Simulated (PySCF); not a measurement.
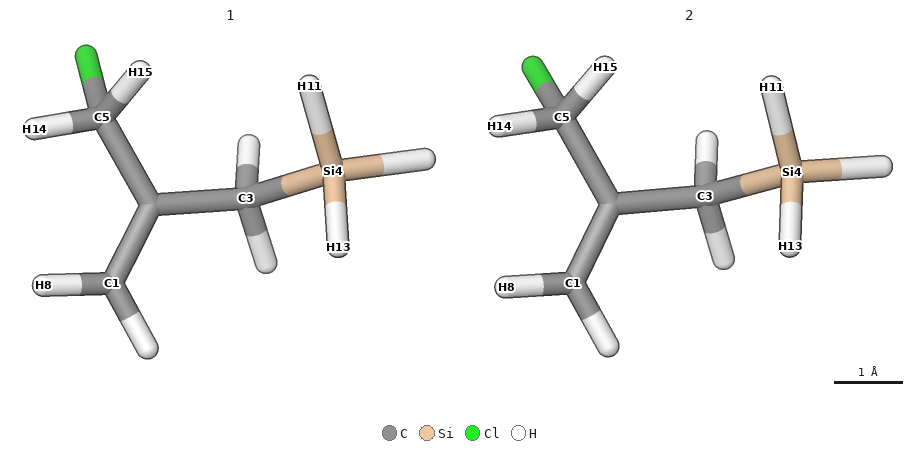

Two geometries of C4H9ClSi, drawn at one scale. One is the start of a relaxation, the other its converged end. The picture is a stick view, seen face on.

Computed with PBE0-D3(BJ)/def2-SVP geometry optimisation, gas phase (PySCF 2.14.0, density-fitted response routines). 

### Which of the two is the end point?

Structure 1 is the relaxed one. The start comes from GFN2-xTB. The atom that moves furthest after the best rigid fit is the Cl atom (0.25 Å). By element the largest moves are Cl 0.25 Å, H 0.18 Å, Si 0.05 Å, C 0.04 Å. Among the contacts that change: H–Si 1.463 → 1.495 Å, C–H 1.076 → 1.094 Å, C–Si 1.911 → 1.895 Å, C–C 1.326 → 1.339 Å. Bond angles that change, for instance: C–C–Cl 110.0° → 112.0°. After 7 geometry steps the energy has fallen by 7.46 kJ/mol. The largest force component goes from 0.85 to 0.014 eV/Å. The run took about 70 core-seconds on a shared host.
